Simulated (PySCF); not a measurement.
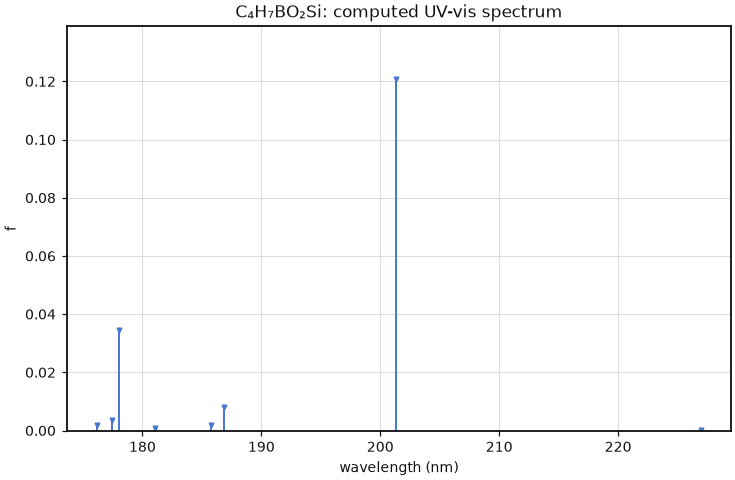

Computed absorption of C₄H₇BO₂Si, SMILES CC#CB1OC[SiH2]O1. Vertical TDDFT excitations, PBE0/def2-SVPD in PySCF, at a GFN2-xTB geometry (no frequency check), gas phase. Only the first 8 singlet excitations are included.

Q: Which of the computed transitions is the brightest, and what character does the calculation give it?

A: S2 at 6.16 eV (201 nm), f = 0.121, mainly HOMO−1 → LUMO (73 %).

Q: Does any vertical transition fall in the visible?

A: No singlet lies below 3.1 eV (beyond 400 nm), so at this level no vertical transition falls in the visible.

Q: Where is the lowest singlet, and is it bright?

A: S1 lies at 5.46 eV (227 nm) with f = 0.000, mainly HOMO → LUMO (98 %); it is dark or nearly so.

Caveats: the tight-binding geometry is rougher than a DFT one and adds to the error; one conformer of a flexible molecule; core orbitals are frozen in the response.
